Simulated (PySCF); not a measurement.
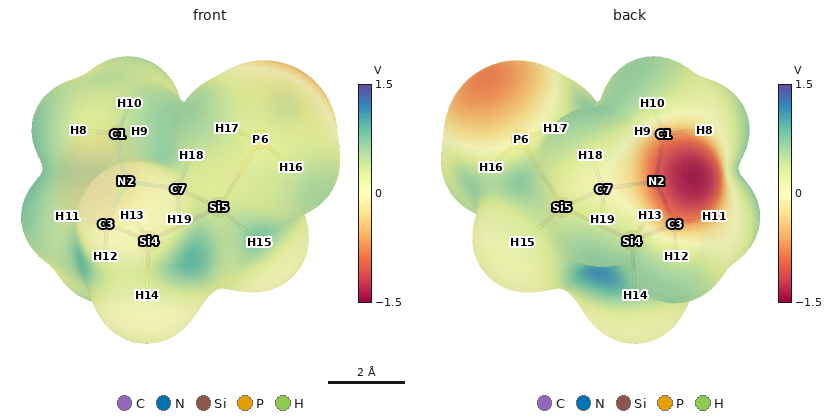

*C3H12NPSi2. The electrostatic potential painted on the density surface at 0.002 e/bohr³, seen from the front and from behind; the colour scale runs from red (negative) to blue (positive).*

Geometry: GFN2-xTB.

The calculation used CAM-B3LYP/def2-SVPD, SCF density, gas phase (PySCF 2.14.0).

```tsv
atom	x (Å)	y (Å)	z (Å)
C	-1.5081	1.1326	-0.5360
N	-1.2841	-0.2402	-0.9181
C	-1.3380	-1.1441	0.2167
Si	0.2390	-1.0177	1.3361
Si	1.5079	-0.3241	-0.4886
P	2.4422	1.7217	-0.5834
C	-0.0486	-0.4017	-1.6576
H	-2.4595	1.2094	-0.0111
H	-0.7156	1.5347	0.1181
H	-1.5554	1.7496	-1.4327
H	-2.2663	-0.9566	0.7570
H	-1.4037	-2.1601	-0.1833
H	0.0355	-0.0605	2.4326
H	0.5100	-2.3242	1.9373
H	2.5334	-1.2301	-1.0353
H	3.5711	1.3496	0.1204
H	1.8309	2.2171	0.5542
H	-0.0230	0.3399	-2.4566
H	-0.0776	-1.3859	-2.1315
```

**Where is the surface potential most negative and most positive?**

The most negative region (about −1.4 V) lies over N2, the most positive (about +1.1 V) over Si4 and Si5. N2 is the likeliest acceptor of a hydrogen bond.
